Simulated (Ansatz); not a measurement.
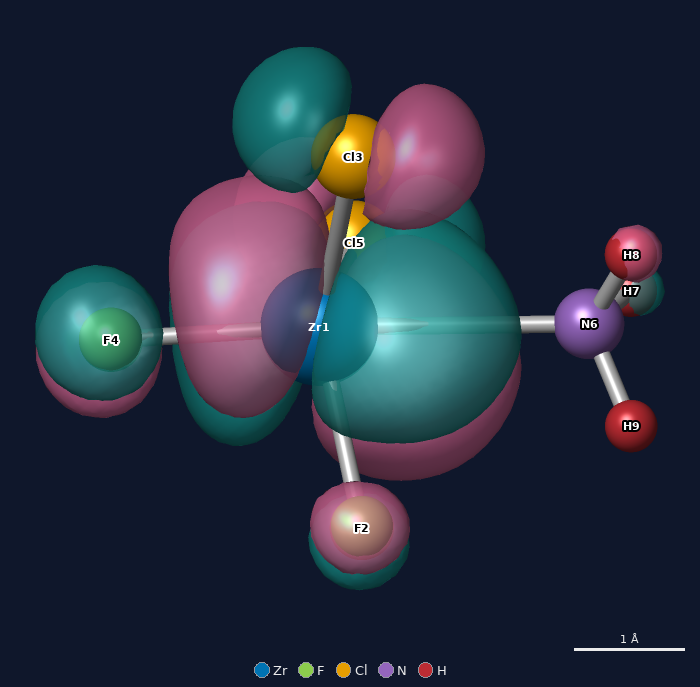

The picture shows: Cl₂F₂H₃NZr. One frontier orbital at ±0.08 Å⁻³ᐟ² (teal and pink are the two phases), seen from one side.

Core potentials replace the inner electrons of Zr.

Theory: RKS PBE-D4/def2-SVP in Ansatz 0.2.0.

```xyz
9

Zr    0.0705   -0.0647    0.0447
F    -0.1986    0.3930    1.8852
Cl    2.2404    0.3051   -0.8716
F    -0.8533    1.4134   -0.7390
Cl   -1.2342   -1.8501   -0.8475
N     1.2311   -1.9287    1.1697
H     0.8184   -2.8424    0.9343
H     2.2283   -1.9766    0.9168
H     1.1863   -1.8347    2.1946
```

Question: Which orbital is it: HOMO or LUMO?

Answer: The LUMO, at −2.41 eV. Its weight (Hirshfeld) is mainly on Zr1 (about 70 %), F4 (about 10 %), Cl3 (about 5 %) and Cl5 (about 5 %).
